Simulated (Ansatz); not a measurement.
# C4H2ClNO2 (SMILES O=Cc1cnc(Cl)o1): what the fields show

```xyz
10

C    -0.0073    0.3936   -2.7808
C    -0.3715    0.0972   -1.4001
C    -1.4490    0.4053   -0.6136
C    -0.1295   -0.7364    0.5508
Cl    0.6589   -1.6043    1.7633
N    -1.2742   -0.1373    0.6303
O    -0.7058    1.0421   -3.5195
O     0.4811   -0.6468   -0.6305
H     0.9763   -0.0314   -3.0990
H    -2.3287    0.9854   -0.8856
```

Geometry: PBE0-D3(BJ)/def2-SVP.

These are results of Ansatz 0.2.0, isolated molecule in a Gaussian basis; Kohn-Sham density functional theory, functional PBE0, not measurements.

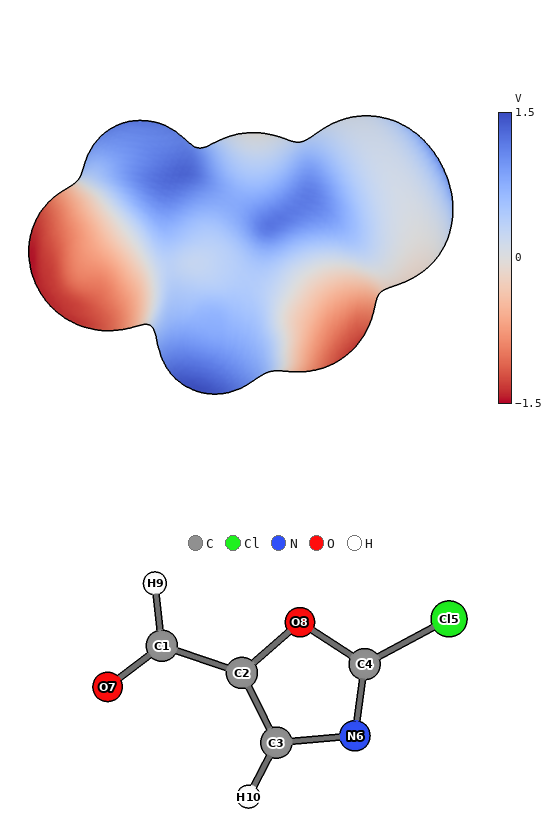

Figure 1. The electrostatic potential painted on the density surface at 0.002 e/bohr³, seen at a tilt; the colour scale runs from red (negative) to blue (positive). The bare structure is drawn below in the same view.

**Describe the electrostatic potential map.**

The most negative region (about −1.4 V, or −32 kcal/mol for a unit charge) lies over O7, the most positive (about +1.4 V, or +32 kcal/mol for a unit charge) over H10. Cl5 shows a σ-hole: about +1.3 V, or +30 kcal/mol for a unit charge at the tip opposite its bond, against about +0.1 V on its flanks. O7 is the likeliest acceptor of a hydrogen bond.

**What dipole moment does the calculation give?**

Its dipole moment is 1.87 D.

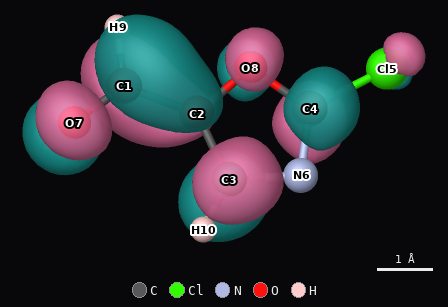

Figure 2. The LUMO at ±0.1 Å⁻³ᐟ² (teal and pink are the two phases), seen at a tilt.

**What is the character of this orbital?**

Its weight (Hirshfeld) is mainly on C1 (about 25 %), O7 (about 20 %), C3 (about 15 %), C2 (about 10 %), C4 (about 10 %) and O8 (about 5 %); it changes sign across the molecular plane (π type); π-bonding across C1–C2; π-antibonding (a node) across C1–O7, C2–C3, C2–O8 and C4–O8. Its energy is −2.49 eV.

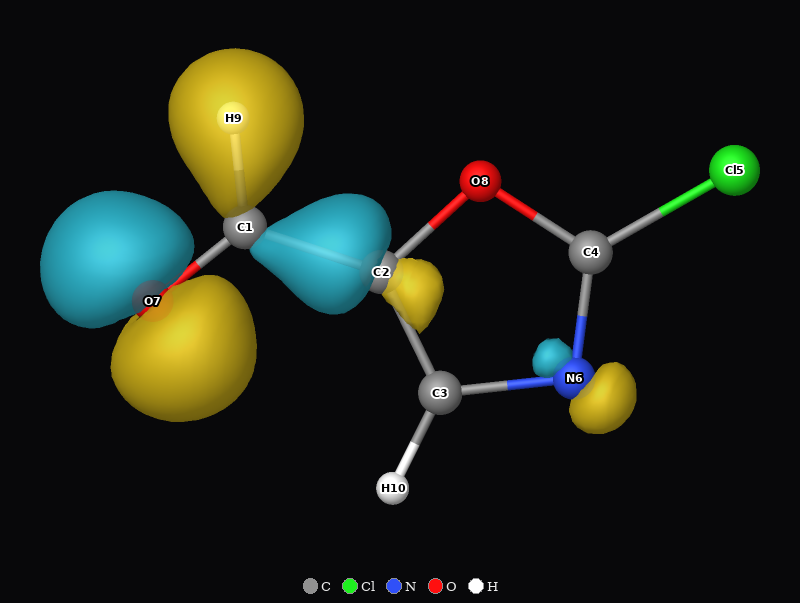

Figure 3. The HOMO−1 at ±0.15 Å⁻³ᐟ² (yellow and cyan are the two phases), seen across its widest extent.

**Where does this orbital lie, and at what energy?**

By Hirshfeld shares it lies mainly on O7 (about 60 %), C1 (about 15 %), H9 (about 10 %) and C2 (about 10 %); it is symmetric in the molecular plane (an in-plane orbital: σ, lone-pair or in-plane π type). Its energy is −8.20 eV.
